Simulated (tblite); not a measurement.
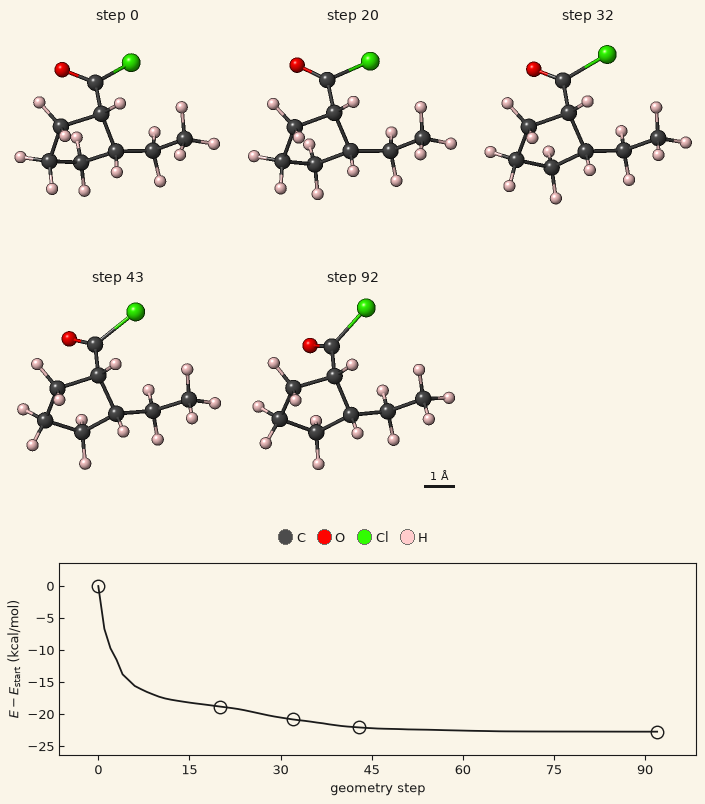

Frames of a relaxation of C$_{8}$H$_{13}$ClO, marked on the history of the run. A ball-and-stick model, seen face on.

All numbers below come from GFN2-xTB geometry optimisation, gas phase (tblite). 

### What happens along the run?

After 92 geometry steps the energy has fallen by 22.7 kcal/mol. The largest move after the best rigid fit is that of the Cl atom, 1.33 Å. By element the largest moves are Cl 1.33 Å, O 1.04 Å, H 0.79 Å, C 0.36 Å. Among the contacts that change: C–C 1.486 → 1.547 Å, C–H 1.138 → 1.089 Å, C–O 1.229 → 1.183 Å, C–Cl 1.741 → 1.785 Å. Among the angles between lasting bonds that change: C–C–Cl 125.6° → 112.4°, C–C–O 117.9° → 128.9°, H–C–H 117.5° → 108.0°. Groups turn about C–C by about 50°, C–C by about 30°, C–C by about 25°. From step 0 to 20: the Cl atom moves most (0.33 Å), energy −18.8 kcal/mol. From step 20 to 32: the Cl atom moves most (0.48 Å), energy −2.01 kcal/mol. From step 32 to 43: O and Cl atoms move most (0.41 Å), energy −1.25 kcal/mol. From step 43 to 92: the O atom moves most (0.36 Å), energy −0.66 kcal/mol.

```
step  E − E(0), kcal/mol
   0                0.00
   1               -6.68
   2               -9.70
   3              -11.48
   4              -13.77
   5              -14.67
   6              -15.58
   7              -16.07
   8              -16.52
   9              -16.90
  10              -17.26
  14              -18.04
  19              -18.67
  23              -19.18
  27              -19.97
  32              -20.80
  36              -21.29
  40              -21.82
  45              -22.17
  49              -22.30
  53              -22.39
  57              -22.48
  62              -22.59
  66              -22.66
  70              -22.68
  75              -22.69
  79              -22.70
  83              -22.70
  88              -22.71
  92              -22.71
```
